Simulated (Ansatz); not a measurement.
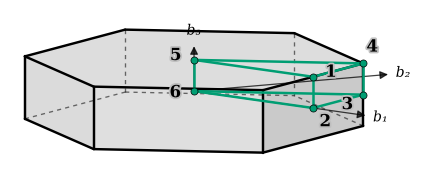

Crystal: C, the input geometry of an electronic-structure calculation (not necessarily at equilibrium); the starting structure was generated, so it need not be a known form of this composition. The first Brillouin zone of a primitive hexagonal lattice (hP; extended symbol hP2) is drawn with its special points numbered. Geometry calculated from the standardised cell; symmetry tolerance 0.002 Å.

a = 1.714 Å, b = 1.714 Å, c = 6.869 Å, α = 90.00°, β = 90.00°, γ = 120.00°.

Labels and path follow the convention of Hinuma et al. (2017), as computed by seekpath; the arrows show the directions of the reciprocal primitive vectors b₁, b₂, b₃, in which coordinates are given.

Give the label and coordinates of each numbered point.

Answer.
```json
{"no.": "1", "label": "L", "coordinates": "(1/2, 0, 1/2)"}
{"no.": "2", "label": "M", "coordinates": "(1/2, 0, 0)"}
{"no.": "3", "label": "K", "coordinates": "(1/3, 1/3, 0)"}
{"no.": "4", "label": "H", "coordinates": "(1/3, 1/3, 1/2)"}
{"no.": "5", "label": "A", "coordinates": "(0, 0, 1/2)"}
{"no.": "6", "label": "Γ", "coordinates": "(0, 0, 0)"}
```
